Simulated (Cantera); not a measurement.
Input: 1 mol SiO2, 3.9 mol CH4, 0.26 mol N2, at 10.0 Pa.

Cantera equilibrium calculation (NASA polynomials, part measured and part estimated; ideal gas, pure solids and liquids). Candidate condensed phases: C, C6H6, C7H8, C8H18, H2O, Si, SiC, SiO2, Si2N2O, Si3N4; 151 gas species. The tables' values for SiN are old estimates; treat these amounts as uncertain. Kinetics and transport are ignored.

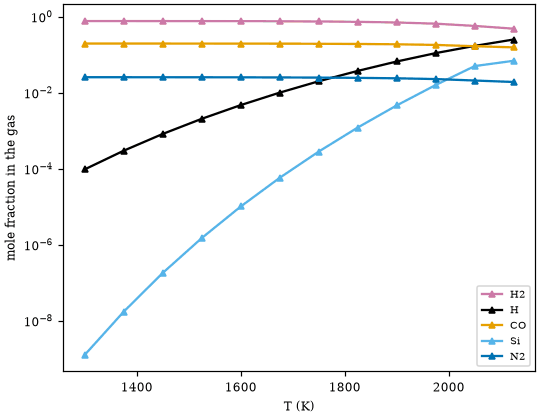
Figure: Equilibrium gas composition (values under 1e-9 drawn at 1e-9)

Question: Read off the mole fractions at 1525 K.

Answer: H2 about 0.77, CO about 0.20, N2 about 0.026, H about 0.0021, Si about 1.5e-6.
